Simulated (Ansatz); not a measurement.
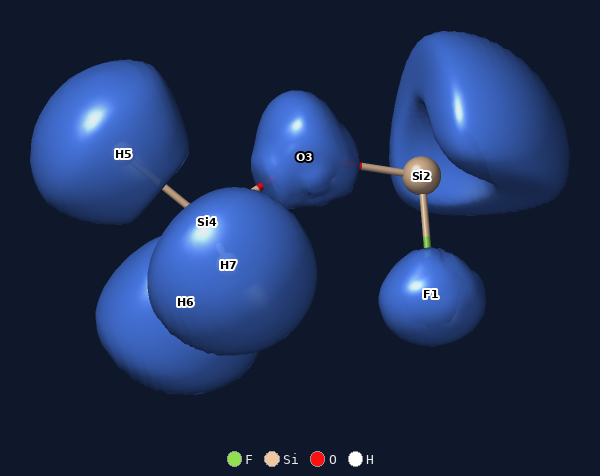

Figure 1: FH₃OSi₂. Isosurface of the electron localisation function at 0.8 (blue), seen at a tilt. Only the valence region is drawn (cores and ρ < 0.01 e/Å³ removed).

All numbers below come from Ansatz, RKS PBE-D4/def2-SVP.

```xyz
7

F     0.6723   -1.7010    1.6034
Si   -0.4069   -2.1993    0.4412
O    -0.6016   -0.7819   -0.4277
Si   -0.0335    0.8206   -0.4015
H    -0.6891    1.5474   -1.5367
H    -0.3990    1.4749    0.9001
H     1.4578    0.8394   -0.5789
```

### Describe the localisation domains.

The ELF exceeds this value in three regions around hydrogen nuclei, one lobe on Si, pointing away from the bonds (lone pairs), one region wrapped around F (its lone pairs, merged into a ring or cap) and one region wrapped around O (its lone pairs, merged into a ring or cap). Along the contacts the grid gives the following. Si–F (1.66 Å): the ELF peaks at about 0.85 in the valence shell of F, 0.5 Å from its nucleus, and is about 0.45 at the midpoint. Si–O (1.67 Å): the ELF peaks at about 0.85 between the atoms; a polar covalent bond.
